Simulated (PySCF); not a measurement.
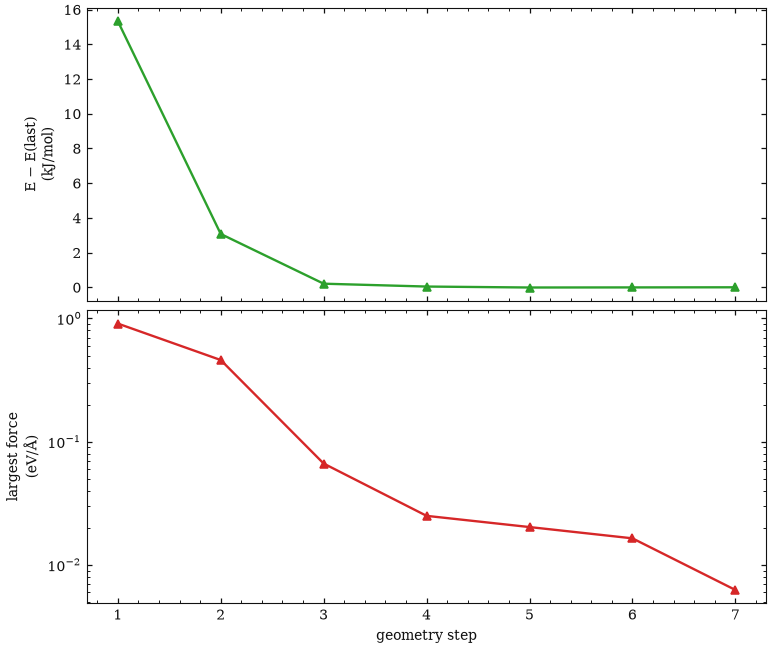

History of a geometry optimisation.

- system: NbI4 (SMILES [I][Nb]([I])([I])[I]), multiplicity 2
- method: PBE0-D3(BJ)/def2-SVP, geometry optimisation in PySCF 2.14.0, density fitting

How did the optimisation end?

The optimisation met its thresholds at geometry 7, counting the start as the first. The energy fell by about 15 kJ/mol from the first step to the last. The largest force goes from about 0.91 eV/Å at the start to 6 × 10⁻³ eV/Å at the end.

By which step was nine tenths of the energy gained?

By step 3 of 7.
